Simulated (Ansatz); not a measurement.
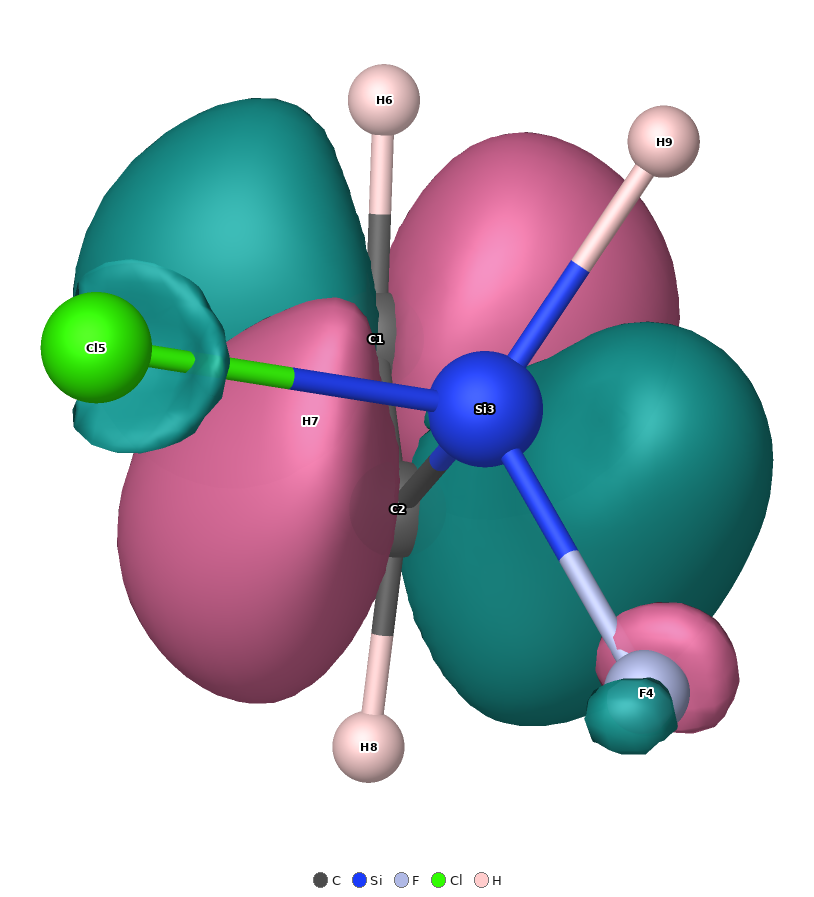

C2H4ClFSi (SMILES C=C[SiH](F)Cl). One frontier orbital at ±0.15 Å⁻³ᐟ² (teal and pink are the two phases), seen at an oblique angle.

Not at a stationary point (largest force 1.7 eV/Å).

The calculation used SCF revpbe, Gaussian basis (Ansatz).

```xyz
9

C     0.6415    0.7830    1.2205
C     0.6230    0.2289    0.0076
Si   -0.6991   -0.8102   -0.7677
F     0.1019   -1.8057   -1.7918
Cl   -1.8359    0.5211   -1.7746
H    -0.2567    0.7620    1.8807
H     1.4592    1.4316    1.5526
H     1.5386    0.3683   -0.6302
H    -1.4839   -1.5253    0.2857
```

### Which orbital is it: HOMO or LUMO?

The LUMO, at −1.60 eV. Its weight (Hirshfeld) is mainly on C1 (about 35 %), C2 (about 30 %) and Si3 (about 15 %); π-antibonding (π*) across C1–C2.
